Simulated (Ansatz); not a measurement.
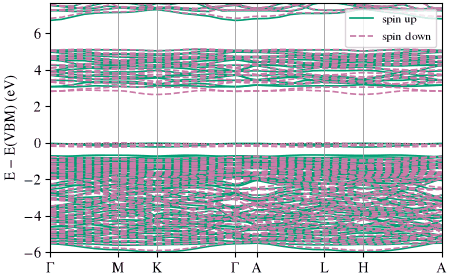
Band structure from r²SCAN (plane waves, PAW; program Ansatz)

Q: Read off the gap and where the band edges lie.

A: About 2.6 eV (2.65 eV by a search for the band edges); maximum at L, minimum on the K–H2 line, 33 % of the way from K.

Q: Pick the material that matches.
A. In2O3, La2O3 or Ni2Al3 type
B. Ga2O3, La2O3 or Ni2Al3 type
C. Li4Nb6O18Zn, P3 (Pearson symbol hP29)
D. Li4Nb6NiO18, P3 (Pearson symbol hP29)

A: D, Li4Nb6NiO18, P3 (Pearson symbol hP29)

The start of the workflow was typed in or built on a structure type; neither database checked (COD, Materials Project) lists it. Its standing as an ambient phase is unchecked. The cell was relaxed with r²SCAN under the symmetry of its start; its stability against distortions is not shown here. The final state is ferromagnetic, the only order run, not a proven ground state. Other orbital occupations within this spin state were not tried. No Hubbard U is applied. Scalar-relativistic: spin–orbit coupling is off unless named, which matters more the heavier the elements.

Potentials: the later of the program's two PAW sets.
